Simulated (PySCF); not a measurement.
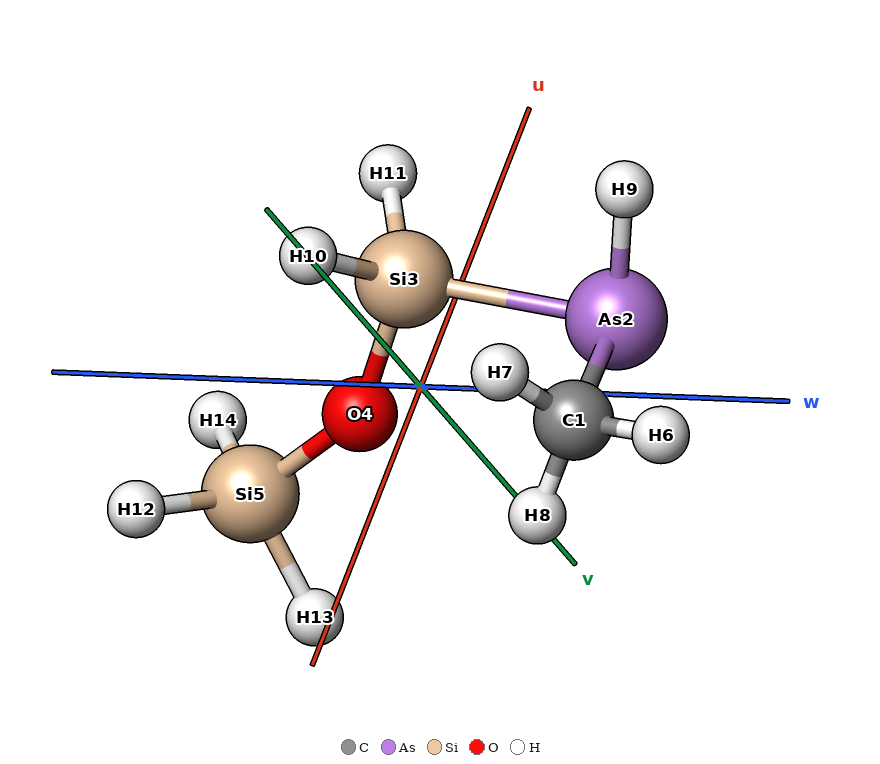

The lines u, v and w are the principal axes of the static dipole polarisability. The computed structure is the end point of a GFN2-xTB optimisation. No frequency run is at hand to confirm it as a minimum. Level of theory: B3LYP/def2-SVPD (PySCF 2.14.0).

Along which axis is the molecule most polarisable, and along which least?

Answer. Most along w (close to the long direction C1···Si5), least along v.

Give the three principal values.

Answer. u 97.0, v 90.6, w 118.1 bohr³; mean 101.9, anisotropy 24.9 bohr³.

The geometry is semi-empirical. Around As, Si such bond lengths and angles can be off by a tenth of an ångström or more and by several degrees, and values that hang on the shape move with them.
